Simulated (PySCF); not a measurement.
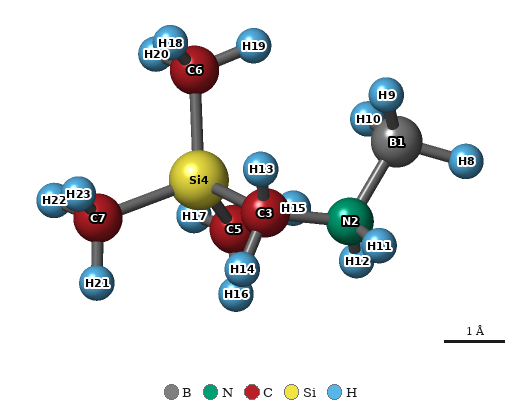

The structure (ball-and-stick view, seen at a tilt; atoms are numbered from 1 in the order of the input).

## What a change does: NMR shielding calculation on C4H16BNSi

System: C4H16BNSi, SMILES [BH3-][NH2+]C[Si](C)(C)C.
Method of run 1: GIAO PBE0/pcSseg-1 NMR shielding, non-relativistic, gas phase (PySCF 2.14.0).

The geometry comes from this level: PBE0-D3(BJ)/def2-SVP. Text and figures count atoms from 1; the logs count them from 0 in places.

## The input, run 1
```
{"job": {"kind": "nmr", "xc": "PBE0", "basis": "pcSseg-1", "pop": false}, "charge": 0, "multiplicity": 1}
B      2.393012     0.672650     1.201744
N      2.121392     0.116361    -0.295506
C      0.994385    -0.823312    -0.456885
Si    -0.748537    -0.101670    -0.108981
C     -0.804025     1.662300    -0.760135
C     -1.215039    -0.192771     1.701984
C     -1.918181    -1.191798    -1.106050
H      3.411610     1.349939     1.120424
H      2.524440    -0.315850     1.914998
H      1.415852     1.346488     1.505244
H      2.987123    -0.320927    -0.615014
H      1.983046     0.927910    -0.900481
H      1.171627    -1.668341     0.226515
H      0.994478    -1.227930    -1.484209
H     -0.120816     2.314505    -0.193848
H     -0.543744     1.716346    -1.829883
H     -1.820481     2.072727    -0.649749
H     -1.234498    -1.237696     2.049883
H     -0.495228     0.361835     2.320119
H     -2.219376     0.233132     1.857492
H     -1.713202    -1.133666    -2.186856
H     -2.964132    -0.884740    -0.946163
H     -1.834725    -2.247352    -0.800391
```

The first line tells a small driver script what to run in PySCF; the rest is the geometry in Å.

Hardware: 8 threads of Arm Neoverse V1, 24 GiB of memory available, shared host.

## Output (run 1)
```
coarse grid: 18040 points
cycle   1  E = -530.5796787766  dE =  1.978e-01  |g| = 5.978e-01  |ddm| = 3.952e+00
cycle   2  E = -530.5834690635  dE = -3.790e-03  |g| = 6.017e-01  |ddm| = 1.152e+00
cycle   3  E = -530.6817415417  dE = -9.827e-02  |g| = 4.350e-02  |ddm| = 5.615e-01
cycle   4  E = -530.6821919290  dE = -4.504e-04  |g| = 1.811e-02  |ddm| = 6.914e-02
cycle   5  E = -530.6822826831  dE = -9.075e-05  |g| = 3.743e-03  |ddm| = 2.068e-02
cycle   6  E = -530.6822858700  dE = -3.187e-06  |g| = 1.672e-03  |ddm| = 5.663e-03
final grid: 164912 points
cycle   7  E = -530.7196107421  dE = -6.416e-05  |g| = 1.092e-02  |ddm| = 5.013e-02
cycle   8  E = -530.7196011601  dE =  9.582e-06  |g| = 1.279e-02  |ddm| = 1.914e-02
cycle   9  E = -530.7196404588  dE = -3.930e-05  |g| = 1.004e-03  |ddm| = 1.017e-02
cycle  10  E = -530.7196406644  dE = -2.056e-07  |g| = 2.906e-04  |ddm| = 9.672e-04
cycle  11  E = -530.7196406813  dE = -1.686e-08  |g| = 6.005e-05  |ddm| = 2.570e-04
cycle  12  E = -530.7196406821  dE = -8.745e-10  |g| = 1.673e-05  |ddm| = 7.640e-05
converged SCF energy = -530.7196406821

GIAO shielding tensors (ppm)
atom      isotropic    diamagn.    paramagn.     s11        s22        s33       span
  0 B      122.859     190.943     -68.084    107.727    113.123    147.728     40.001
  1 N      214.488     317.001    -102.514    199.562    216.135    227.767     28.204
  2 C      146.134     256.947    -110.813    126.824    131.509    180.070     53.246
  3 Si     350.682     882.373    -531.691    338.434    344.859    368.753     30.318
  4 C      189.976     256.691     -66.716    184.758    189.774    195.395     10.637
  5 C      182.886     255.624     -72.738    178.497    181.585    188.574     10.076
  6 C      185.120     255.425     -70.305    179.288    185.009    191.063     11.775
  7 H       29.197      29.400      -0.202     26.116     27.334     34.142      8.026
  8 H       29.387      30.644      -1.258     26.947     27.487     33.727      6.780
  9 H       29.188      31.939      -2.751     25.836     28.695     33.034      7.198
 10 H       28.392      29.402      -1.009     20.144     25.413     39.620     19.477
 11 H       28.786      33.457      -4.671     22.904     27.015     36.439     13.535
 12 H       29.102      33.829      -4.726     25.652     28.878     32.776      7.124
 13 H       29.423      33.972      -4.549     23.769     29.632     34.868     11.099
 14 H       30.456      32.406      -1.950     25.291     29.196     36.881     11.590
 15 H       31.533      32.216      -0.683     27.613     28.510     38.474     10.861
 16 H       31.090      30.808       0.282     26.721     28.269     38.279     11.558
 17 H       31.083      31.427      -0.344     27.322     28.235     37.691     10.369
 18 H       29.824      31.659      -1.835     24.588     28.751     36.134     11.546
 19 H       31.195      30.632       0.563     26.910     28.451     38.224     11.314
 20 H       31.481      31.467       0.014     27.059     29.077     38.307     11.248
 21 H       31.211      30.267       0.944     26.912     28.486     38.235     11.323
 22 H       31.322      31.273       0.049     27.070     28.909     37.986     10.917
```

For run 2 the input was changed thus:
```diff
-"xc": "PBE0"
+"xc": "PBE"
```

Predict how the results change.

The total energies belong to different methods, so their difference says nothing on which is more stable or more accurate. The HOMO goes from −7.63 to −6.27 eV. The LUMO goes from 0.38 to −0.48 eV. The dipole moment goes from 5.01 to 4.95 D. Of all shieldings, the largest change is that of Si4, by −17.3 ppm. The functional changes from PBE0 to PBE. Exact exchange removes part of the self-interaction error of semilocal functionals, which pushes filled and empty levels apart. The SCF takes 14 iterations against 12.

## Output (run 2)
```
coarse grid: 18040 points
cycle   1  E = -530.3861355435  dE =  9.946e-02  |g| = 8.493e-01  |ddm| = 4.056e+00
cycle   2  E = -530.1770162279  dE =  2.091e-01  |g| = 1.195e+00  |ddm| = 2.055e+00
cycle   3  E = -530.5890488008  dE = -4.120e-01  |g| = 8.582e-02  |ddm| = 1.312e+00
cycle   4  E = -530.5910331825  dE = -1.984e-03  |g| = 3.416e-02  |ddm| = 1.515e-01
cycle   5  E = -530.5913316397  dE = -2.985e-04  |g| = 9.211e-03  |ddm| = 3.607e-02
cycle   6  E = -530.5913461161  dE = -1.448e-05  |g| = 3.864e-03  |ddm| = 9.620e-03
cycle   7  E = -530.5913495706  dE = -3.455e-06  |g| = 4.706e-04  |ddm| = 3.709e-03
final grid: 164912 points
cycle   8  E = -530.6424138099  dE = -7.512e-05  |g| = 1.703e-02  |ddm| = 7.164e-02
cycle   9  E = -530.6423123020  dE =  1.015e-04  |g| = 2.635e-02  |ddm| = 3.635e-02
cycle  10  E = -530.6424873384  dE = -1.750e-04  |g| = 2.115e-03  |ddm| = 2.300e-02
cycle  11  E = -530.6424882809  dE = -9.424e-07  |g| = 6.169e-04  |ddm| = 2.192e-03
cycle  12  E = -530.6424883540  dE = -7.309e-08  |g| = 1.137e-04  |ddm| = 4.673e-04
cycle  13  E = -530.6424883573  dE = -3.339e-09  |g| = 3.655e-05  |ddm| = 1.606e-04
cycle  14  E = -530.6424883577  dE = -3.541e-10  |g| = 6.988e-06  |ddm| = 4.725e-05
converged SCF energy = -530.6424883577

GIAO shielding tensors (ppm)
atom      isotropic    diamagn.    paramagn.     s11        s22        s33       span
  0 B      118.493     192.847     -74.354    102.452    108.223    144.803     42.351
  1 N      204.766     314.906    -110.140    190.225    206.606    217.466     27.241
  2 C      139.416     256.757    -117.341    119.382    124.281    174.584     55.202
  3 Si     333.340     883.667    -550.327    321.066    327.548    351.405     30.338
  4 C      186.070     255.623     -69.553    179.959    185.978    192.274     12.315
  5 C      178.114     254.579     -76.465    173.050    176.532    184.762     11.712
  6 C      180.748     254.279     -73.530    174.215    180.442    187.588     13.373
  7 H       29.043      29.264      -0.221     26.142     27.194     33.793      7.651
  8 H       29.237      30.851      -1.614     26.703     27.537     33.470      6.767
  9 H       28.981      32.322      -3.341     25.746     28.252     32.945      7.199
 10 H       28.088      29.202      -1.114     19.907     25.497     38.860     18.953
 11 H       28.499      33.378      -4.879     22.964     26.945     35.587     12.623
 12 H       28.966      33.877      -4.911     25.722     28.917     32.258      6.535
 13 H       29.208      33.894      -4.686     23.668     29.539     34.417     10.749
 14 H       30.340      32.388      -2.048     25.329     29.182     36.511     11.182
 15 H       31.453      32.158      -0.705     27.698     28.519     38.141     10.442
 16 H       31.043      30.790       0.254     26.915     28.376     37.839     10.924
 17 H       31.002      31.423      -0.421     27.463     28.271     37.272      9.809
 18 H       29.729      31.721      -1.991     24.701     28.762     35.725     11.024
 19 H       31.119      30.623       0.496     27.060     28.493     37.805     10.746
 20 H       31.410      31.409       0.001     27.190     29.084     37.954     10.764
 21 H       31.159      30.247       0.911     27.088     28.551     37.837     10.749
 22 H       31.246      31.221       0.025     27.199     28.941     37.599     10.400
```

## The two runs side by side

```csv
quantity,run 1,run 2
outcome,converged,converged
total energy (hartree),−530.719641,−530.642488
HOMO (eV),−7.63,−6.27
LUMO (eV),0.38,−0.48
dipole moment (D),5.01,4.95
shielding of B1 (ppm),122.9,118.5
shielding of N2 (ppm),214.5,204.8
shielding of C3 (ppm),146.1,139.4
shielding of Si4 (ppm),350.7,333.3
shielding of C5 (ppm),190.0,186.1
shielding of C6 (ppm),182.9,178.1
shielding of C7 (ppm),185.1,180.7
SCF iterations,12,14
basis functions,206,206
wall time (shared host),20 s,17 s
```
